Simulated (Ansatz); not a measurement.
C₅H₁₃GaO (SMILES CCO[C](C)(C)[GaH2])

The calculation's input:

```
crystal:
  periodic: [false, false, false]
  atoms:
    - {symbol: C, position_ang: [1.010071, -1.970482, -1.798171]}
    - {symbol: C, position_ang: [0.870434, -0.635261, -1.112475]}
    - {symbol: O, position_ang: [-0.342636, -0.609375, -0.414847]}
    - {symbol: C, position_ang: [-0.493696, 0.468946, 0.501294]}
    - {symbol: C, position_ang: [-0.529283, 1.810957, -0.212208]}
    - {symbol: C, position_ang: [-1.822848, 0.214437, 1.195371]}
    - {symbol: Ga, position_ang: [0.903500, 0.375293, 1.956058]}
    - {symbol: H, position_ang: [0.180773, -2.128970, -2.490258]}
    - {symbol: H, position_ang: [1.005470, -2.779753, -1.065985]}
    - {symbol: H, position_ang: [1.943865, -2.014116, -2.362851]}
    - {symbol: H, position_ang: [1.712113, -0.482861, -0.408490]}
    - {symbol: H, position_ang: [0.923432, 0.179412, -1.847824]}
    - {symbol: H, position_ang: [-1.322910, 1.813131, -0.969767]}
    - {symbol: H, position_ang: [0.412576, 2.053424, -0.709773]}
    - {symbol: H, position_ang: [-0.734866, 2.613736, 0.499708]}
    - {symbol: H, position_ang: [-2.030328, 0.978078, 1.950051]}
    - {symbol: H, position_ang: [-1.843403, -0.768645, 1.673079]}
    - {symbol: H, position_ang: [-2.637169, 0.239605, 0.461391]}
    - {symbol: H, position_ang: [1.572584, -1.003581, 2.319499]}
    - {symbol: H, position_ang: [1.222331, 1.646024, 2.836207]}
basis:
  gaussian: {orbitals: def2-TZVPP}
hamiltonian: {xc: pbe0, dispersion: d4}
output: {orbitals: {seedname: orbitals}}
```

Run with:

```sh
ansatz run in.yaml --threads 2 --pin off --events-out ev --progress --plain --max-ram 32768MiB --backend cuda --devices 0, --max-vram 18GiB
```

Geometry: PBE0-D4/def2-TZVP.

Theory: RKS PBE0-D4/def2-TZVPP in Ansatz.

### Predict the electron density and electron localisation function between the atoms.

C–O (1.40 Å): the density is about 2.1 e/Å³ at the midpoint, with its minimum of 1.8 e/Å³ about 0.5 Å from C; the ELF peaks at about 0.90 between the atoms, as expected for a polar covalent bond.
C–C (1.52 Å): the density is about 1.7 e/Å³ at the midpoint; the ELF peaks at about 0.95 between the atoms (localised, covalent bonding).
C–H (1.09 Å): the density is about 2 e/Å³ at the midpoint; the ELF climbs to about 1 towards the hydrogen, as it does in any bond to H: a covalent bond by its length.

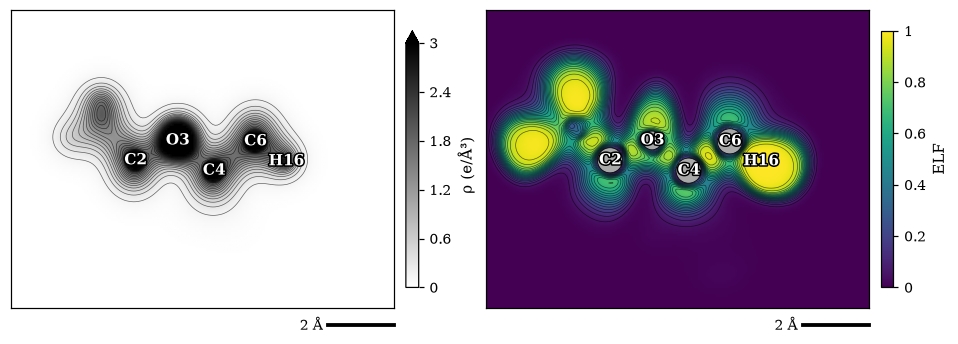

Computed electron density and electron localisation function on the plane of atoms C4, C6 and H16, in this order. Grey discs cover the atomic cores in the ELF map. 
